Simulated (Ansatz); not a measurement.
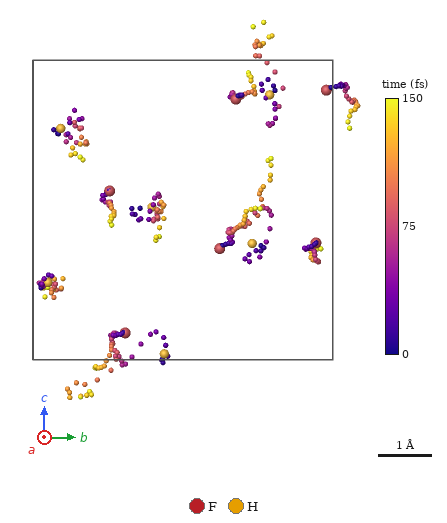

Molecular dynamics of a periodic cell with 6 HF at 1.086 g/cm³, 150 fs long. Dots mark each atom's position at evenly spaced times, coloured by time; spheres stand at the starting positions. Seen along the a axis in the simulation cell.

These are results of Ansatz, DFT PBE, scalar-relativistic, plane waves, PAW, not measurements. Run with plane-wave cutoff 420 eV; k-point mesh 1 × 1 × 1; Fermi-Dirac smearing 0.02 eV; Langevin thermostat (NVT); set temperature 1000 K; time step 0.5 fs; friction 0.02 per fs.

Input
```yaml
crystal:
  lattice:
    - [5.683609, 0.0, 0.0]
    - [0.0, 5.683609, 0.0]
    - [0.0, 0.0, 5.683609]
  atoms:
    - { symbol: F, position: [0.43214556, -0.05587709, 0.39000454] }
    - { symbol: H, position: [0.41293775, 0.04957226, 0.25795266] }
    - { symbol: F, position: [-0.15345643, -0.02105122, 0.89981261] }
    - { symbol: H, position: [-0.13923629, 0.09243134, 0.7722378] }
    - { symbol: F, position: [0.9056821, 0.25572534, 0.56360794] }
    - { symbol: H, position: [0.82741001, 0.39693525, 0.50947295] }
    - { symbol: F, position: [0.36128172, 0.30743769, 0.08962044] }
    - { symbol: H, position: [0.44266536, 0.43828441, 0.01971438] }
    - { symbol: F, position: [0.74825173, 0.62306405, 0.37103629] }
    - { symbol: H, position: [0.61749786, 0.73132763, 0.38816468] }
    - { symbol: F, position: [0.52894765, 0.67682784, 0.87000026] }
    - { symbol: H, position: [0.657793, 0.78963449, 0.88420665] }
basis:
  ecutwfc: 420.0
kpoints:
  mp_grid: { grid: [1, 1, 1] }
hamiltonian:
  xc: pbe
scf:
  occupations: { method: fermi_dirac, width: 0.02 }
  lower_state_search: "off"
md:
  timestep: 0.5
  n_steps: 300
  ensemble: nvt_langevin
  temperature: 1000.0
  initial_velocities: maxwell_boltzmann
  seed: 822850
  friction: 0.02
```

Command:
```bash
ansatz run input.yaml --threads 1 --pin off --max-ram 3072MiB --backend cpu --events-out ev --progress --plain --runs-dir out
```

How do the atoms move?

Root-mean-square distances from the starting positions over the second half, with the common drift of all atoms taken out: H 1.09 Å, F 0.64 Å. The heavy atoms stay within a fraction of a molecule's size of their starting places, while the hydrogen atoms travel further, as molecules turn; so short a run doesn't tell a liquid from a solid. The mean temperature in the second half is 1084 K (standard deviation 244 K). The potential energy in the second half lies on average 101 meV per atom above the first frame.

Limits of the set-up: the periodic images lie only 5.7 Å apart, so the values are limited by the cell's size.

Cost: 3.6 min on 1 thread of Arm Neoverse V1 (shared host), peak memory 0.29 GiB.
